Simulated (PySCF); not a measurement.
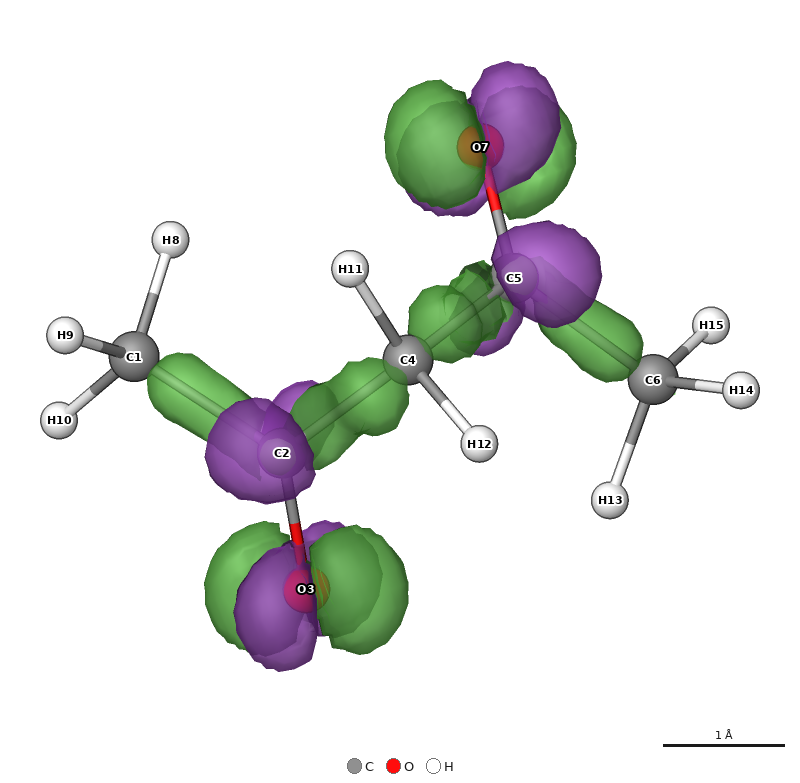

C$_{5}$H$_{8}$O$_{2}$, SMILES `CC(=O)CC(C)=O`. Dual descriptor f⁺ − f⁻ at ±0.06 e/Å³ (purple positive, green negative).

Level of theory: B3LYP/def2-SVP (PySCF), at a geometry from GFN2-xTB. No frequency check shows the geometry to be a minimum.

Coordinates in Å:

```
C1      -1.9659    0.8905   -0.2918
C2      -1.1645   -0.3131    0.1007
O3      -1.3621   -1.4276   -0.3076
C4      -0.0002    0.0003    1.0320
C5       1.1645    0.3130    0.1007
C6       1.9660   -0.8906   -0.2916
O7       1.3621    1.4275   -0.3077
H8      -1.2880    1.6793   -0.6146
H9      -2.5209    1.2559    0.5706
H10     -2.6627    0.6430   -1.0881
H11     -0.2253    0.8714    1.6435
H12      0.2253   -0.8713    1.6436
H13      1.2881   -1.6795   -0.6144
H14      2.5209   -1.2559    0.5707
H15      2.6627   -0.6431   -1.0880
```

### Which atoms come out as electrophilic, and which as nucleophilic?

Electrophilic (positive): C2 and C5 (+0.06). Nucleophilic (negative): O3 and O7 (−0.06). f⁻ (Hirshfeld-condensed) is largest on O3 and O7 (0.20 each); the vertical ionisation energy is 9.26 eV (the stability of the cation's solution wasn't checked). f⁺ (Hirshfeld-condensed) is largest on O3 and O7 (0.14 each) and C2 and C5 (0.12 each); the vertical electron affinity is −0.82 eV (the stability of the anion's solution wasn't checked; negative, but this basis has no diffuse functions, so it doesn't show that the anion is unbound).
